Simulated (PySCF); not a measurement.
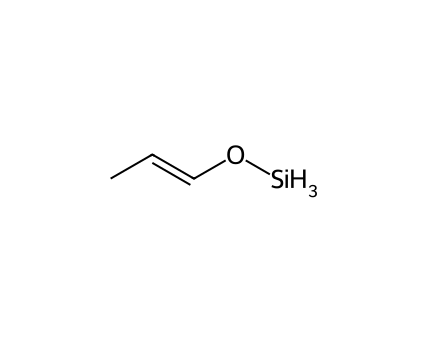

A structural formula.

> Give its SMILES.

C/C=C/O[SiH3]

> Give the formula, hydrogens included.

C3H8OSi.

The parts below concern this one geometry. Atoms keep their numbers from picture to picture. The geometry was computed by an optimisation with PBE0-D3(BJ)/def2-SVP. No frequency run is at hand to confirm it as a minimum.

## Geometry

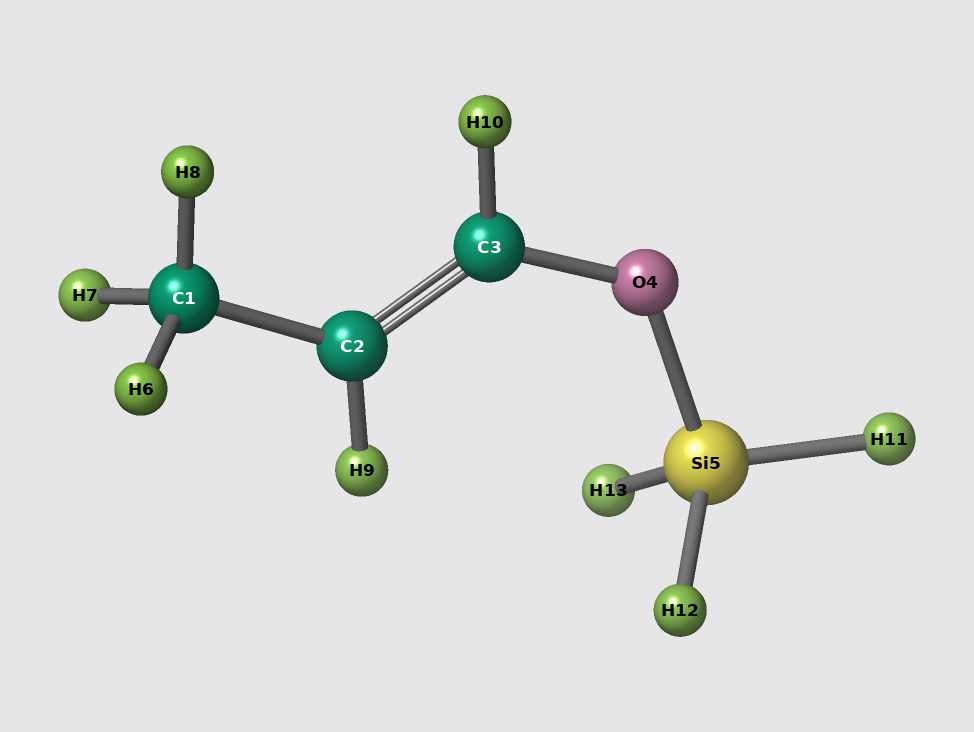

No frequency run is at hand to confirm it as a minimum.

> Describe the coordination of atom 5.

Si5 has 4 neighbours (O4 at 1.68, H11 at 1.49, H12 at 1.49, H13 at 1.49 Å); the arrangement is tetrahedral.

> What is the geometry at C1?

C1 has 4 neighbours (C2 at 1.49, H6 at 1.10, H7 at 1.10, H8 at 1.10 Å); the arrangement is tetrahedral.

> What is the geometry at C2?

C2 has 3 neighbours (C1 at 1.49, C3 at 1.34, H9 at 1.10 Å); the arrangement is trigonal planar.

> Describe the coordination of atom 3.

C3 has 3 neighbours (C2 at 1.34, O4 at 1.35, H10 at 1.10 Å); the arrangement is trigonal planar.

> What is the dihedral angle C1–C2–C3–O4?

180° in size, that is anti.

## NMR shielding

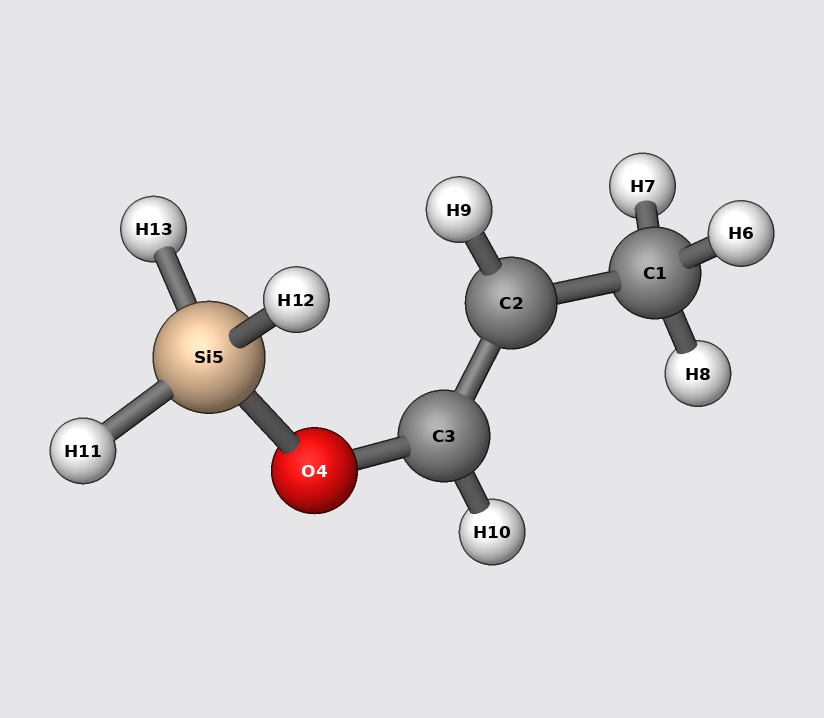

No frequency run is at hand to confirm it as a minimum. Level of theory: GIAO PBE0/pcSseg-2 NMR shielding, non-relativistic, gas phase (PySCF 2.14.0). Principal shieldings σ11 ≤ σ22 ≤ σ33, span Ω = σ33 − σ11, skew κ = 3(σiso − σ22)/Ω.

Give the shielding tensors of the Si atoms.

```tsv
atom	σ11	σ22	σ33	σiso	Ω	κ
Si5	340.4	346.5	457.9	381.6	117.5	0.90
```

Shieldings and span in ppm.

## Dipole moment

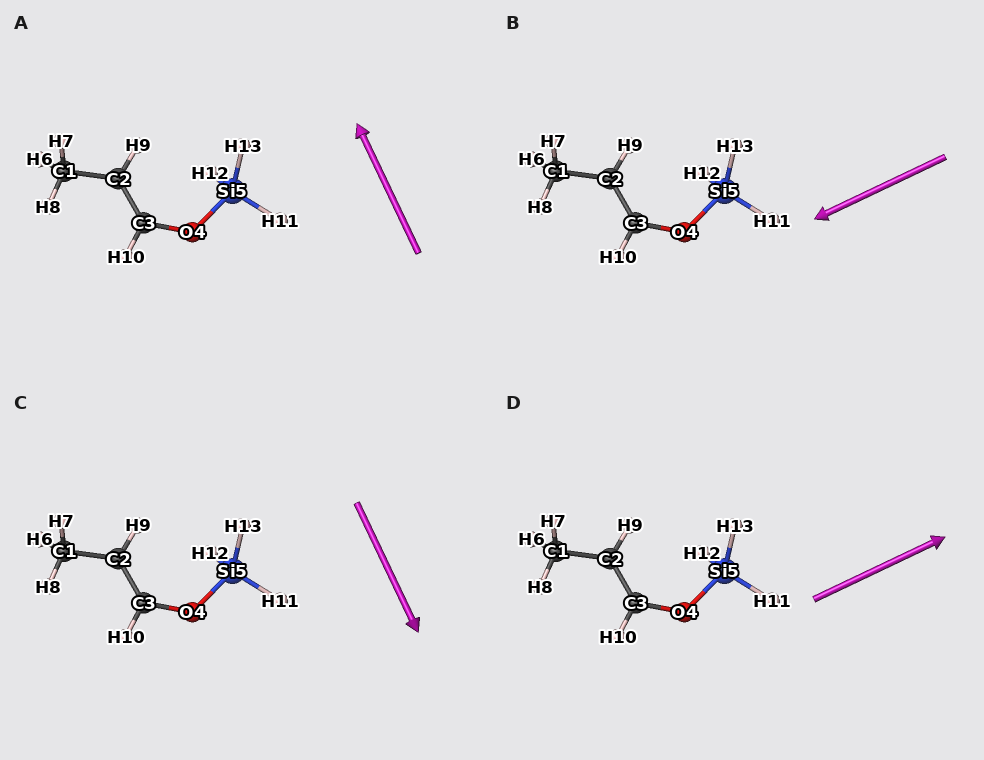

The same molecule four times, each with an arrow. No frequency run is at hand to confirm it as a minimum. Level of theory: LC-wPBE/pcSseg-2, gas phase (PySCF 2.14.0).

> Which arrow points along the dipole moment, from the negative to the positive end?

A. The dipole moment is 0.80 D; it points from the side of H11 to the side of H6, H7 (the outermost atoms at the two ends).

## Charges

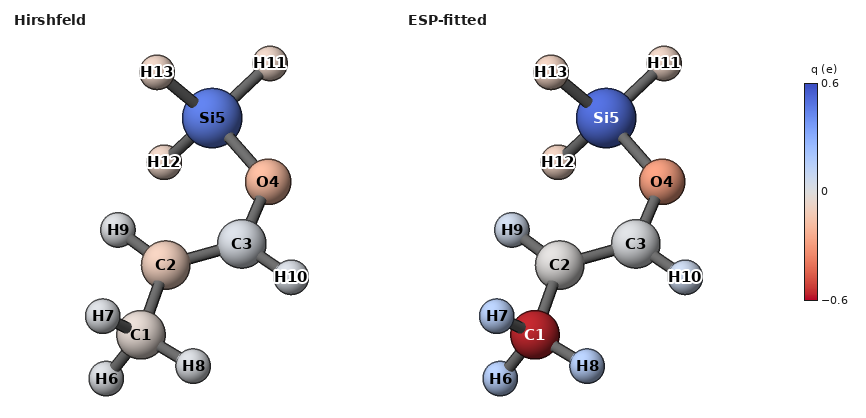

Atomic charges of one calculation by 2 schemes, on one colour scale. No frequency run is at hand to confirm it as a minimum. Computed with PBE0/STO-3G (PySCF 2.14.0).

> Which scheme gives the most polar picture (largest mean size of the charges)?

The ESP-fitted charges are the largest in size here.

> On which atom do the schemes disagree most?

On C1 (from −0.56 to −0.04 e).

List the charges (e), one line for each set of equivalent atoms. Atoms whose distances differ by more than 0.02 Å in this geometry are listed apart.

| atom | Hirshfeld | ESP-fitted |
| --- | --- | --- |
| C1 | −0.04 | −0.56 |
| C2 | −0.10 | −0.01 |
| C3 | 0.02 | 0.01 |
| O4 | −0.19 | −0.28 |
| Si5 | 0.45 | 0.50 |
| H6 | 0.01 | 0.15 |
| H7 | 0.01 | 0.15 |
| H8 | 0.02 | 0.15 |
| H9 | 0.01 | 0.06 |
| H10 | 0.02 | 0.08 |
| H11 | −0.07 | −0.08 |
| H12 | −0.08 | −0.09 |
| H13 | −0.08 | −0.09 |
